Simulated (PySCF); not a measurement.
C₂H₉NOSi, SMILES COC[SiH2]N at its GFN2-xTB optimised geometry (Å):

```
14

C      2.0604    -0.6663     0.0000
O      0.6595    -0.6663     0.0000
C      0.0999     0.6340     0.0000
Si    -1.7904     0.4110     0.0346
N     -2.1410    -0.4977    -1.3813
H      2.3805    -1.7072    -0.0006
H      2.4581    -0.1626     0.8911
H      2.4576    -0.1607    -0.8905
H      0.4351     1.1853    -0.8887
H      0.4554     1.1956     0.8743
H     -2.1523    -0.2004     1.3221
H     -2.4581     1.7072    -0.1133
H     -1.4935    -1.2296    -1.6311
H     -3.0866    -0.7919    -1.5648
```

Method: B3LYP/def2-TZVP (PySCF). Cells within 0.4 Å of a nucleus heavier than hydrogen are left out (blank, or x).

Map of the log10 of the electron density (e/bohr³), floored at −4 on the plane z = 0.0 Å:

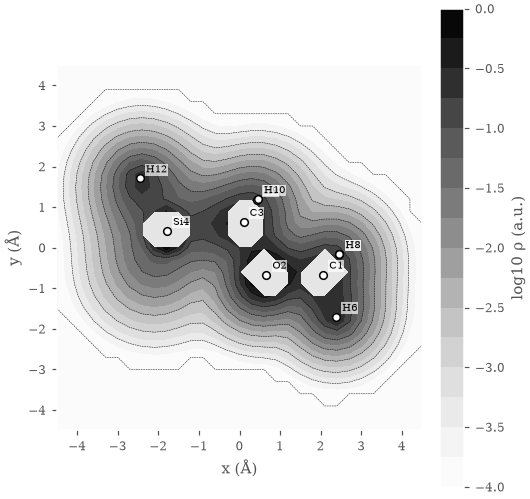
*Log10 of the electron density (e/bohr³), floored at −4 on the plane z = 0.0 Å.*
